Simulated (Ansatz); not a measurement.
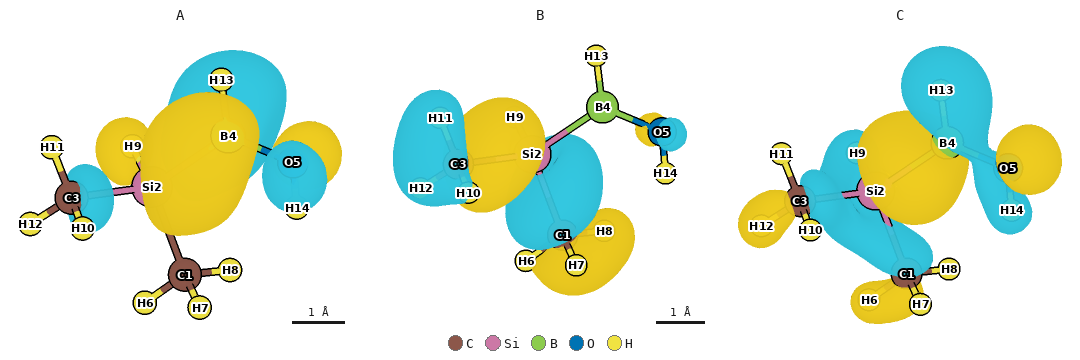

*C$_{2}$H$_{9}$BOSi (SMILES C[SiH](C)BO). Three frontier orbitals at ±0.1 Å⁻³ᐟ² (yellow and cyan are the two phases), in no order.*

All numbers below come from Ansatz 0.2.0, RKS PBE-D4/6-31G*.

```xyz
14

C    -1.5135    0.0100    0.7755
Si    0.3500    0.2188    0.4119
C     1.2145   -1.4769    0.4202
B     0.6062    1.2035   -1.3566
O    -0.4568    1.6707   -2.0814
H    -1.6726   -0.4957    1.7433
H    -2.0120   -0.6028    0.0027
H    -2.0345    0.9828    0.8303
H     0.9461    1.0486    1.5258
H     0.7977   -2.1406   -0.3567
H     2.2945   -1.3670    0.2249
H     1.0941   -1.9789    1.3955
H     1.6812    1.4291   -1.8671
H    -1.3077    1.4692   -1.6395
```

Question: Order the three orbitals by energy and name them.

Answer: B is the HOMO−1 (−7.22 eV). It lies mainly on C3 (about 30 %), C1 (about 25 %) and Si2 (about 25 %). C is the HOMO (−5.89 eV). Its weight (Hirshfeld) is mainly on B4 (about 30 %), Si2 (about 25 %), O5 (about 15 %) and H13 (about 10 %). A is the LUMO (−1.50 eV). Its weight (Hirshfeld) is mainly on B4 (about 50 %), Si2 (about 15 %) and O5 (about 15 %).

Question: What is the HOMO–LUMO gap?

Answer: 4.39 eV between the orbital energies.
